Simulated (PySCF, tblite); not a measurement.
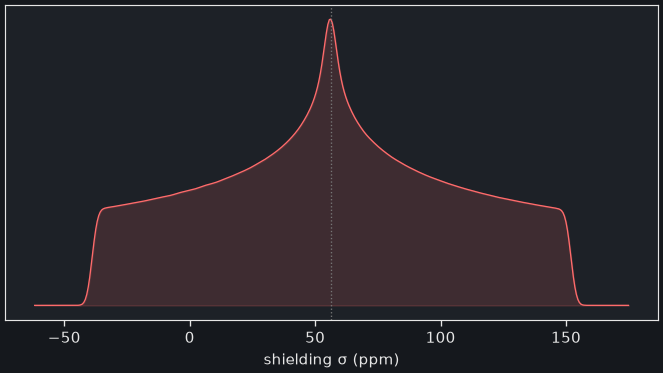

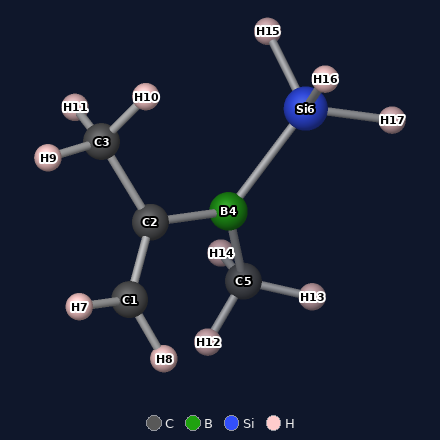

Static powder pattern (¹³C) from GIAO shielding tensors of C₄H₁₁BSi, SMILES C=C(C)B(C)[SiH3], PBE0/pcSseg-1 with PySCF 2.14.0, at a GFN2-xTB geometry (a minimum by its frequencies); absolute shielding, one fixed geometry of the isolated molecule without any motion, no dipolar terms. The dotted line is the isotropic value; skew is 3(σiso − σ22)/span.

**The pattern belongs to C1. Give the principal values, span and skew.**

C1: σ11, σ22, σ33 = −39, 56, 152 ppm, isotropic 56, span 191 ppm, skew 0.01.

Note: the tight-binding geometry is rougher than a DFT one and adds to the error; one conformer of a flexible molecule.
